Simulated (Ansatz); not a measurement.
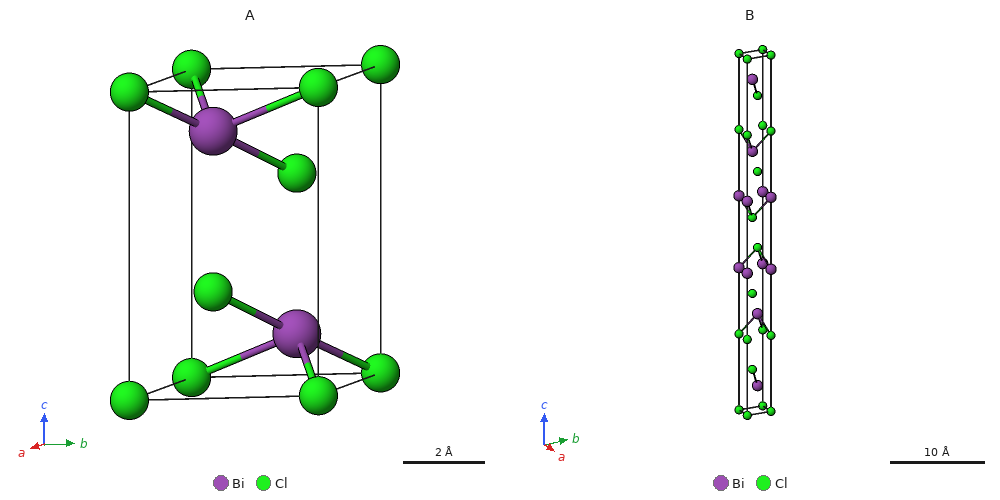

Two structures of Bi₂Cl₃, each relaxed to rest (conventional cells in solid outline, small ones repeated, not to one scale). Method: DFT PBE, scalar-relativistic, plane waves, PAW in Ansatz, without spin polarisation.

Question: What structure does each panel show?

Answer: A: 5 atoms a cell on a primitive hexagonal lattice, P-3m1. B: 15 atoms a cell on a rhombohedral (trigonal R) lattice, R-3m.

Question: Which structure is more stable?

Answer: B is lower, by 93 meV/atom at this level of theory (energies at zero smearing). Volumes: A 30.4, B 27.8 Å³/atom.

One or both may be structure types tried for this composition rather than known phases.
